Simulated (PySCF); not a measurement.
**C3H8ClFSi: electronic excitations**

Wanted: the electronic excitations of C3H8ClFSi (`CC[Si@H](F)CCl`), by calculation.

Computed with PySCF 2.14.0, with density-fitted response routines of our own, on a single molecule in the gas phase. Atoms count from 0, in the outputs and in this text.

## 1. The molecule as given

14 atoms, charge 0, multiplicity 1; geometry from: GFN2-xTB.

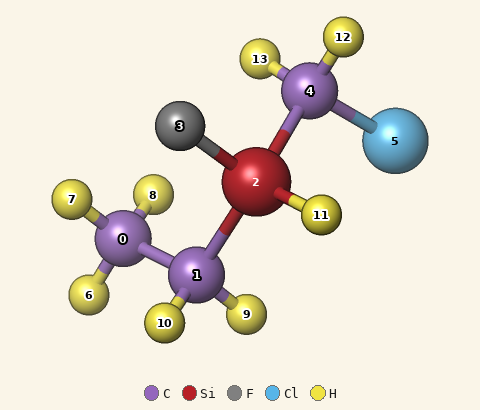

As it starts; carbon purple, silicon red, fluorine grey, chlorine blue, hydrogen yellow, atoms numbered; sticks join atoms by distance.

## 2. Excited states and response: PBE0/def2-SVPD

Job settings and geometry (Å):

```
{"job": {"kind": "uv", "xc": "PBE0", "basis": "def2-SVPD", "nstates": 8, "ntriplets": 3}, "charge": 0, "multiplicity": 1}
C     -1.365661     0.804837     0.884339
C     -1.092861     0.344947    -0.549423
Si     0.287693    -0.950379    -0.681783
F     -0.121683    -2.232453     0.221473
C      1.920853    -0.343916     0.100514
Cl     2.519467     1.103585    -0.760229
H     -2.195421     1.508591     0.906062
H     -1.620077    -0.042498     1.516734
H     -0.493350     1.299969     1.304048
H     -0.848583     1.214489    -1.160418
H     -2.010368    -0.074480    -0.966245
H      0.499184    -1.482558    -2.018098
H      2.709846    -1.090177     0.035267
H      1.810283    -0.060432     1.145593
```

Method: TDDFT PBE0/def2-SVPD, vertical, gas phase, core orbitals frozen in the response.

Started as:

```
$ OMP_NUM_THREADS=1 python probes_run.py task.json out
```

One launch serves the whole session: the jobs run in the order shown.

The program printed:

```text
coarse grid: 12552 points
cycle   1  E = -967.6754927188  dE =  2.723e-01  |g| = 5.588e-01  |ddm| = 4.614e+00
cycle   2  E = -967.6205780778  dE =  5.491e-02  |g| = 8.106e-01  |ddm| = 1.467e+00
cycle   3  E = -967.7388816584  dE = -1.183e-01  |g| = 7.641e-02  |ddm| = 7.639e-01
cycle   4  E = -967.7399831680  dE = -1.102e-03  |g| = 2.678e-02  |ddm| = 1.197e-01
cycle   5  E = -967.7401490744  dE = -1.659e-04  |g| = 6.081e-03  |ddm| = 3.433e-02
cycle   6  E = -967.7401586925  dE = -9.618e-06  |g| = 1.193e-03  |ddm| = 1.072e-02
final grid: 111880 points
cycle   7  E = -967.8506677841  dE = -2.191e-05  |g| = 7.253e-03  |ddm| = 6.841e-02
cycle   8  E = -967.8506604204  dE =  7.364e-06  |g| = 9.028e-03  |ddm| = 1.841e-02
cycle   9  E = -967.8506816203  dE = -2.120e-05  |g| = 6.757e-04  |ddm| = 1.001e-02
cycle  10  E = -967.8506817136  dE = -9.332e-08  |g| = 1.786e-04  |ddm| = 9.942e-04
cycle  11  E = -967.8506817196  dE = -6.053e-09  |g| = 4.363e-05  |ddm| = 2.392e-04
cycle  12  E = -967.8506817200  dE = -4.052e-10  |g| = 1.263e-05  |ddm| = 8.050e-05
converged SCF energy = -967.8506817200

Static polarisability (au): isotropic 74.921, principal 68.506 74.695 81.562

Singlet excitations
state   eV       nm        f      main configurations
  1   6.6201    187.3   0.01248   H->L 0.94
  2   7.1113    174.3   0.00426   H-1->L 0.90
  3   7.4370    166.7   0.00306   H->L+1 0.74, H->L+2 0.17
  4   7.5301    164.7   0.01177   H-2->L 0.79, H->L+1 0.10
  5   7.8252    158.4   0.00302   H->L+2 0.64, H->L+1 0.13, H-2->L 0.08
  6   7.9420    156.1   0.00653   H-1->L+1 0.81, H-1->L+2 0.13
  7   8.2146    150.9   0.00272   H->L+3 0.48, H-2->L+1 0.28, H->L+4 0.10
  8   8.2986    149.4   0.00642   H-2->L+1 0.55, H->L+3 0.21

Triplet excitations (Tamm-Dancoff, eV): 5.9834 6.4509 7.1117
```

Run time: 51 s. Hardware: 1 thread of Arm Neoverse N1, shared host; peak memory 0.8 GiB.

The orbitals next to the gap, with their largest atomic shares:

```tsv
orbital	eV	atoms
HOMO−3	-10.07	C1 22 %, C0 20 %, H10 11 %
HOMO−2	-8.92	C1 24 %, Si2 18 %, Cl5 15 %
HOMO−1	-8.73	Cl5 72 %, C4 13 %, H13 4 %
HOMO	-8.21	Cl5 50 %, C4 21 %, Si2 10 %
LUMO	-0.10	Cl5 32 %, Si2 19 %, C4 17 %
LUMO+1	0.50	Cl5 18 %, C4 14 %, Si2 12 %
LUMO+2	0.76	Cl5 21 %, Si2 17 %, C1 10 %
```

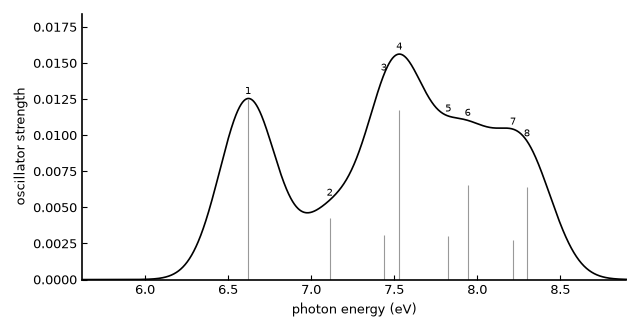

Absorption spectrum from the 8 singlet states computed; above the last one it falls off for lack of states. Lines are broadened to a width of 0.40 eV (Gaussian).

Further results of this job:

```tsv
property	computed
dipole moment (D)	0.85
polarisability (Å³)	11.10
HOMO–LUMO gap (eV)	8.11
−ε(HOMO) (eV)	8.21
```

## 3. Results

| quantity | value |
| --- | --- |
| lowest singlet (PBE0/def2-SVPD) | 6.62 eV (187 nm), f = 0.012 |
| lowest triplet | 5.98 eV |

In words: The lowest singlet, at 6.62 eV, is HOMO→LUMO 0.94 and is weak. The lowest triplet lies 0.64 eV below the lowest singlet (triplets in Tamm-Dancoff, singlets in full TDDFT).
